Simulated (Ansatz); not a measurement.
# wB97M-V/def2-TZVPPD run of AlH (SMILES [AlH])

Aim: the energy change on altering one bond length of AlH at wB97M-V/def2-TZVPPD, from 2 runs. 

The results are computed with Ansatz 0.2.0.

33 further runs of the same task are left out: 33 set aside as unsound or not needed.

### Step 1. Starting point

The species is AlH (2 atoms), meant as a singlet with charge 0. As SMILES, `[AlH]`. The shape is that of a PBE0-D4/def2-TZVP optimisation.

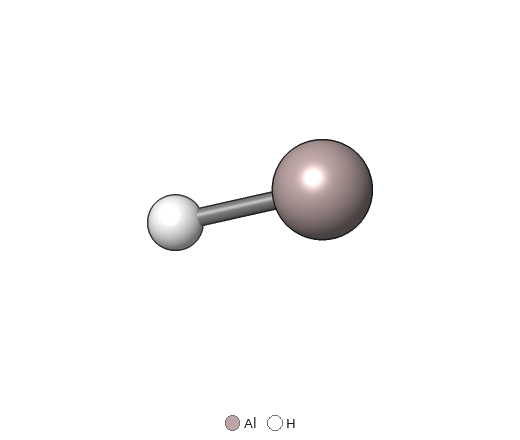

Viewed from a chosen angle; aluminium light grey, hydrogen white.

### Step 2. The energy at wB97M-V/def2-TZVPPD

in.yaml reads:

```yaml
crystal:
  periodic: [false, false, false]
  atoms:
    - {symbol: Al, position_ang: [-0.000000, 0.000000, -0.025640]}
    - {symbol: H, position_ang: [0.000000, -0.000000, 1.639110]}
basis:
  gaussian:
    orbitals: def2-TZVPPD.json
hamiltonian:
  xc: {name: wB97M-V}
accuracy: high
output:
  orbitals: {seedname: orbitals}
```

The basis set def2-TZVPPD is read from a file made from the Basis Set Exchange's data (not shown).

Run with:

```sh
$ ansatz run in.yaml --threads 1 --pin off --max-ram 3480MiB --events-out events.jsonl --progress --plain --runs-dir runs
```

Standard output:

```text
Warning: RAYON_NUM_THREADS=1 ignored (pool sized by the plan → 1); use --threads N
Functional definition: wB97M-V
  name "wB97M-V"
  parameter omega = 0.3/bohr
  parameter cx = 0.15
  parameter cx01 = 1.007
  parameter cx10 = 0.259
  parameter css00 = 0.443
  parameter css04 = -1.437
  parameter css10 = -4.535
  parameter css20 = -3.390
  parameter css43 = 4.278
  parameter cos00 = 1.000
  parameter cos10 = 1.358
  parameter cos20 = 2.924
  parameter cos21 = -8.812
  parameter cos60 = -1.390
  parameter cos61 = 9.142
  parameter b = 6.0
  parameter c = 0.01
  gx(w, u) = 1 - cx + cx01*u + cx10*w
  gss(w, u) = css00 + css04*u^4 + css10*w + css20*w^2 + css43*w^4*u^3
  gos(w, u) = cos00 + cos10*w + (cos20 + cos21*u)*w^2 + (cos60 + cos61*u)*w^6
  exchange = spin_sum(e_x_unif_sr(omega)*gx(b97_w, b97_u_x)) + cx*exact_x_sr(omega) + exact_x_lr(omega)
  correlation = spin_sum(e_c_pw_mod_same_spin*gss(b97_w, b97_u_same))
      + integral(e_c_pw_mod_opposite_spin*gos(b97_w_opposite, b97_u_opposite)) + vv10(b, c)
816 factors; integrals over basis functions are off by at most 3.6e-9 eV
257 factors; integrals over basis functions are off by at most 1.1e-9 eV
mean field evaluation 1: about -6610.9129 eV, gradient 9.2e0 eV
mean field evaluation 2: about -6611.2947 eV, gradient 2.4e0 eV
mean field evaluation 4: about -6611.3115 eV, gradient 5.2e-1 eV
mean field evaluation 8: about -6611.3147 eV, gradient 3.6e-2 eV
mean field evaluation 16: about -6611.3147 eV, gradient 2.9e-6 eV
mean field -6611.31471423 eV, -242.9613344378 hartree, gradient 5.0e-8 eV, S^2 0.000000; 0 other end points of the search recorded, 0 dependent functions left out
reference -6611.31471776 eV, -242.9613345677 hartree; 7, 7 occupied and 58, 58 virtual orbitals, 816 factors
Total energy: -6611.31471776 eV, -242.9613345677 hartree
```

It took 8.7 s on 1 thread of Arm Neoverse V2, shared host; peak memory 0.22 GiB.

### Step 3. The distorted shape

in.yaml reads:

```yaml
crystal:
  periodic: [false, false, false]
  atoms:
    - symbol: Al
      position_ang: [-0.000000, 0.000000, -0.857990]
    - symbol: H
      position_ang: [0.000000, -0.000000, 1.639110]
basis:
  gaussian: {orbitals: def2-TZVPPD.json}
hamiltonian: {xc: {name: wB97M-V}}
accuracy: high
output: {orbitals: {seedname: orbitals}}
```

The basis set def2-TZVPPD is read from a file made from the Basis Set Exchange's data (not shown).

Run with:

```sh
$ ansatz run in.yaml --threads 1 --pin off --max-ram 3480MiB --events-out events.jsonl --progress --plain --runs-dir runs
```

Standard output (excerpt; [...] marks lines left out):

```text
Warning: RAYON_NUM_THREADS=1 ignored (pool sized by the plan → 1); use --threads N
[... 2 set-up lines as earlier in the session ...]
[...]
  gx(w, u) = 1 - cx + cx01*u + cx10*w
  gss(w, u) = css00 + css04*u^4 + css10*w + css20*w^2 + css43*w^4*u^3
  gos(w, u) = cos00 + cos10*w + (cos20 + cos21*u)*w^2 + (cos60 + cos61*u)*w^6
[...]
      + integral(e_c_pw_mod_opposite_spin*gos(b97_w_opposite, b97_u_opposite)) + vv10(b, c)
787 factors; integrals over basis functions are off by at most 3.6e-9 eV
265 factors; integrals over basis functions are off by at most 1.6e-9 eV
[...]
mean field -6609.96093994 eV, -242.9115841502 hartree, gradient 1.2e-8 eV, S^2 0.000000; 0 other end points of the search recorded, 0 dependent functions left out
reference -6609.96094419 eV, -242.9115843064 hartree; 7, 7 occupied and 58, 58 virtual orbitals, 787 factors
Total energy: -6609.96094419 eV, -242.9115843064 hartree
```

Run time: 8.4 s. Hardware: 1 thread of Arm Neoverse V2, shared host; peak memory 0.22 GiB.

### Step 4. Results

Level: wB97M-V/def2-TZVPPD.

```
                                                          quantity          value
                                         first shape: total energy  -242.96133 Eh
                                          first shape: HOMO energy       -7.73 eV
                                          first shape: LUMO energy       -0.03 eV
                                        first shape: HOMO–LUMO gap        7.71 eV
                                     distorted shape: total energy  -242.91158 Eh
                                      distorted shape: HOMO energy       -7.36 eV
                                      distorted shape: LUMO energy       -0.55 eV
                                    distorted shape: HOMO–LUMO gap        6.81 eV
energy change with the Al1–H2 bond stretched from 1.665 to 2.497 Å       1.354 eV
```

What this shows: With the Al1–H2 bond stretched from 1.665 to 2.497 Å the energy rises by 1.35 eV (31 kcal/mol). The first shape isn't relaxed at this level, so the change isn't measured from a minimum.
